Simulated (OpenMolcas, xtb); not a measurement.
How methods differ on GeSiH5Cl (SMILES Cl[SiH2][GeH3])

GeSiH5Cl: 8 atoms, total charge 0, spin state singlet. As SMILES, `Cl[SiH2][GeH3]`. Geometry: relaxed at PBE0-D4/def2-TZVP.

```xyz
8

Cl   -2.2903    1.2172   -0.3106
Si   -0.4141    0.6026   -0.9069
Ge    0.5815   -0.6622    0.8427
H    -0.5736   -0.2064   -2.1408
H     0.3807    1.8157   -1.2222
H     0.7112    0.2017    2.1061
H     1.9815   -1.1355    0.4156
H    -0.2846   -1.8903    1.1602
```

Quantity: the HOMO–LUMO gap, in eV. The values are calculated.

```tsv
level	kind	program	value (eV)	CPU time
GFN2-xTB	semi-empirical	xtb	4.76	under 2 s
HF/cc-pVDZ	Hartree–Fock	OpenMolcas	13.88	13 s
SVWN5/cc-pVDZ	LDA	OpenMolcas	5.67	41 s
PBE/cc-pVDZ	GGA	OpenMolcas	5.81	49 s
TPSS/cc-pVDZ	meta-GGA	OpenMolcas	6.14	61 s
M06-2X/cc-pVDZ	hybrid meta-GGA	OpenMolcas	9.65	58 s
PBE0/cc-pVDZ	global hybrid	OpenMolcas	7.84	45 s
B2PLYP/cc-pVDZ	double hybrid	OpenMolcas	10.11	30 s
```

All-electron rows without a relativistic Hamiltonian named are non-relativistic. The values span 4.76 to 13.88 eV. Orbital gaps aren't excitation energies, and those of double hybrids come from the SCF part alone; they tend to grow with the share of exact exchange. Times are those of the runs behind each value, whatever else they computed, on shared processors of several kinds: orders of magnitude only.

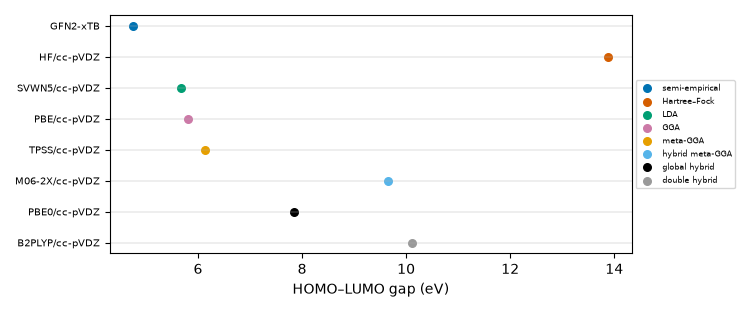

The values of the table, level by level.
